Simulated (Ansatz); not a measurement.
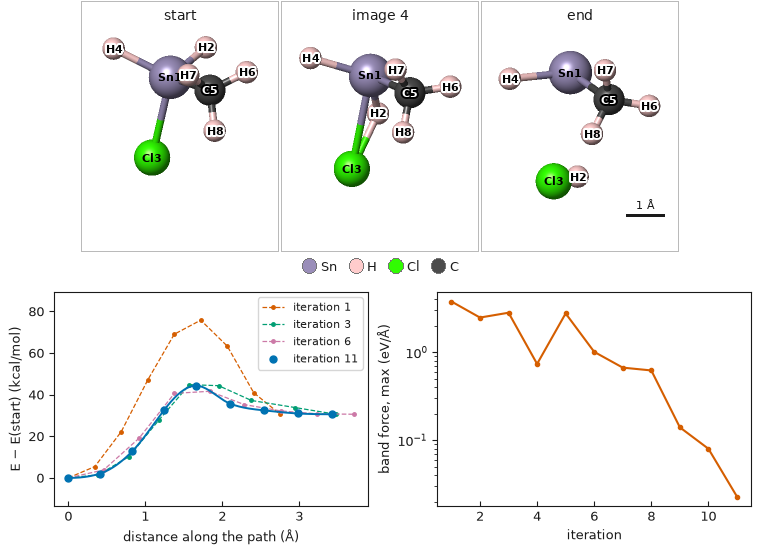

NEB run on CH$_{5}$ClSn. Images are numbered from 0 (start) to 8 (end). The plot follows the band through its iterations. A ball-and-stick model, seen from a free direction.

Level of theory: RKS B3LYP/def2-SVP in Ansatz 0.2.0. Settings: 7 movable images; climbing image; force threshold 0.03 eV/Å; iteration limit 60; starting path by straight interpolation.

**How did the profile develop, and is the result final?**

The run is converged, with reservations. The band converged in 11 iterations. The largest component of the band force went from 3.8 to 0.023 eV/Å. The climbing image converged on the top of the path. Its curvatures weren't checked. The straight starting path can push atoms close together and costs iterations. The first iteration put the highest image at 75.8 kcal/mol. The highest point, image 4, lies 44.3 kcal/mol above the start and 13.7 kcal/mol above the end; the end is at +30.6 kcal/mol relative to the start.

Cost: 4.6 min on 2 threads of Arm Neoverse N1, on a shared host, peak memory 0.18 GiB.
